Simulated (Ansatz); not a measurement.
## Converging the plane-wave cutoff: F₂ (P1, 4 atoms in the cell)

```yaml
crystal:
  lattice:
    - [2.56910, -1.59194, 0.00000]
    - [2.56910, 1.59194, 0.00000]
    - [-0.56492, 0.00000, 6.63070]
  atoms:
    - { symbol: F, position: [0.59666, 0.91616, 0.60550] }
    - { symbol: F, position: [0.40417, 0.08467, 0.40204] }
    - { symbol: F, position: [0.08467, 0.40417, 0.90204] }
    - { symbol: F, position: [0.91533, 0.59583, 0.09796] }
```

Computed with PBEsol, default PAW files made with PBE (plane waves; Ansatz, a program for electronic structure).

Base settings: basis.ecutwfc = 30.9 Ry; kpoints.mp_grid.grid = 8 8 3; hamiltonian.xc = pbesol; hamiltonian.pseudopotentials = {kind: paw} (the program's default PAW files); scf.occupations.method = fermi_dirac; scf.occupations.width = 0.0007 Ry.

The second cell is the first with its lattice scaled by 0.98.

The mesh stays at the base's, so the ladder's end is converged at best in this setting alone.

The first pressure column holds Ansatz's estimate of the finite-basis (Pulay) stress, which hides part of the cutoff error; the other is without it.

Only quantities that move along the ladder and can be compared are tabulated.

The count of work is k-points × plane waves × bands × iterations; it is no time. 

The starting cell comes from a database of computed structures (which also holds hypothetical and non-ambient phases and stackings), without a prior relaxation at this level. Its lattice was rescaled by up to half a per cent. One atom was moved a little off its site on purpose. In the base run, forces exceed 1 eV/Å.

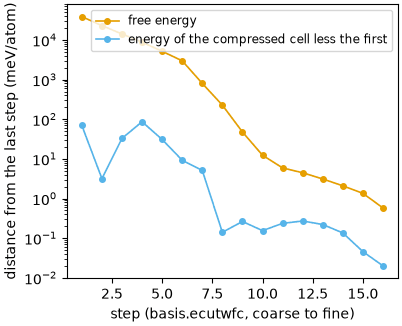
*Distance from the last step along the ladder; very small values are drawn at a floor.*

```tsv
basis.ecutwfc	free energy less the last step's (meV/atom)	energy of the compressed cell less the first (meV/atom)	pressure (GPa)	pressure without the Pulay estimate (GPa)	largest difference of a force vector from the last step's (eV/Å)	count of work / last
10.7 Ry	38833.70	-73.53	-21.00	-932.98	8.538	0.060
12.5 Ry	22968.05	-7.05	-2.57	-698.85	3.313	0.096
14 Ry	14216.11	29.02	7.17	-510.33	5.259	0.10
15.4 Ry	8817.57	82.62	9.08	-364.47	4.710	0.11
16.9 Ry	5176.16	26.97	3.98	-246.02	3.239	0.12
18.4 Ry	2979.00	5.36	2.15	-161.66	2.007	0.13
21.7 Ry	800.33	1.23	-1.16	-58.42	0.325	0.18
24.6 Ry	226.91	-4.01	-2.13	-22.27	0.033	0.19
27.9 Ry	47.71	-4.13	-2.38	-7.44	0.008	0.23
30.9 Ry	12.37	-3.71	-2.32	-3.46	0.018	0.26
33.8 Ry	5.91	-3.63	-2.30	-2.51	0.019	0.31
37.1 Ry	4.47	-3.60	-2.30	-2.39	0.018	0.35
41.5 Ry	3.11	-3.65	-2.31	-2.40	0.013	0.42
46.3 Ry	2.09	-3.73	-2.33	-2.38	0.008	0.49
54 Ry	1.35	-3.82	-2.34	-2.38	0.003	0.62
61.7 Ry	0.58	-3.87	-2.35	-2.40	0.001	0.76
74.2 Ry	0.00	-3.87	-2.35	-2.36	0.000	1.0
```

State of the free energy at the end of the ladder: still drifting one way, by 1.4 meV/atom over the last two steps, so the last step is no safe reference.

Coarsest basis.ecutwfc that holds the energy of the compressed cell less the first within 0.2 meV/atom of the last step, with all finer ones: 46.3 Ry; the step before is off by 0.22 meV/atom.

Coarsest basis.ecutwfc that holds the pressure within 0.5 GPa of the last step, with all finer ones: 24.6 Ry, at 0.19 of the last step's count of work; the step before is off by 1.2 GPa.

The energy difference between the two cells stays within 1 meV/atom of the last step's from 24.6 Ry on, the total only from 61.7 Ry on: much of the error is common to both cells and cancels.

At the lowest cutoff the pressure without the Pulay estimate lies 931 GPa under the last step's, the usual sign of Pulay stress in an incomplete plane-wave basis.

Keys are those of Ansatz 0.2.
